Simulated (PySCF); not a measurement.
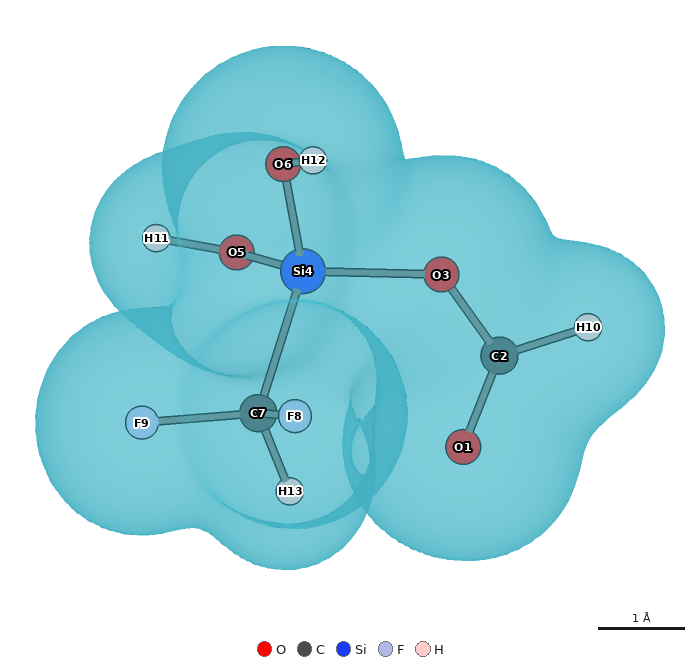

Figure. C2H4F2O4Si. Isosurface of the total electron density at 0.05 e/Å³ (cyan), seen at a tilt.

Geometry: GFN2-xTB.

The calculation used PySCF, PBE0/pcSseg-1, SCF density, gas phase, non-relativistic.

```
atom    x (Å)    y (Å)    z (Å)
   O   1.9224  -0.8297  -1.3717
   C   2.2196  -0.3447  -0.3260
   O   1.3895   0.2398   0.5182
  Si  -0.2110   0.6018   0.2963
   O  -0.2748   1.8128  -0.7538
   O  -0.7856   1.0620   1.7258
   C  -1.1496  -0.9595  -0.3625
   F  -1.3470  -1.8670   0.6425
   F  -2.4003  -0.6303  -0.8031
   H   3.2430  -0.3367   0.0842
   H  -1.0857   2.2739  -0.9578
   H  -0.8681   0.4738   2.4738
   H  -0.6567  -1.4956  -1.1838
```

What does this surface tell about the bonding?

At this value the surface is in one piece. It bridges the sampled C–O (1.19 Å), C–F (1.37 Å), Si–O (1.60 Å) and C–Si (1.94 Å) contacts, where the density stays above the isovalue. On the grid the lowest density along these lines, outside the cores, is 3 e/Å³ (C–O, 1.19 Å), 1.7 e/Å³ (C–F, 1.37 Å), 1.1 e/Å³ (Si–O, 1.60 Å) and 0.81 e/Å³ (C–Si, 1.94 Å).
